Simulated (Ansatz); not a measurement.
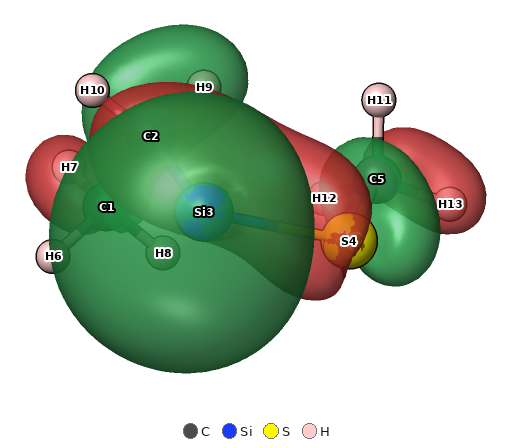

C3H8SSi (SMILES CC[Si]SC). One frontier orbital at ±0.06 Å⁻³ᐟ² (green and red are the two phases), seen from one side.

Geometry: PBE0-D4/def2-TZVP.

All numbers below come from RKS PBE0-D4/def2-TZVPP (Ansatz).

```yaml
atoms:
  - { symbol: C, position_ang: [-1.5352, 0.5369, -0.5724] }
  - { symbol: C, position_ang: [-0.7876, -0.8012, -0.6125] }
  - { symbol: Si, position_ang: [0.6972, -0.6353, -1.8035] }
  - { symbol: S, position_ang: [2.2333, 0.0895, -0.5362] }
  - { symbol: C, position_ang: [1.7078, 0.1820, 1.1987] }
  - { symbol: H, position_ang: [-1.8272, 0.8663, -1.5743] }
  - { symbol: H, position_ang: [-2.4492, 0.4653, 0.0227] }
  - { symbol: H, position_ang: [-0.9213, 1.3327, -0.1422] }
  - { symbol: H, position_ang: [-0.5100, -1.1187, 0.3958] }
  - { symbol: H, position_ang: [-1.4492, -1.5729, -1.0209] }
  - { symbol: H, position_ang: [1.5395, -0.8158, 1.6012] }
  - { symbol: H, position_ang: [0.8049, 0.7804, 1.3056] }
  - { symbol: H, position_ang: [2.5178, 0.6560, 1.7525] }
```

Q: Which orbital is it: HOMO or LUMO?

A: The HOMO, at −6.26 eV. Its weight (Hirshfeld) is mainly on Si3 (about 70 %), C2 (about 15 %) and S4 (about 10 %).
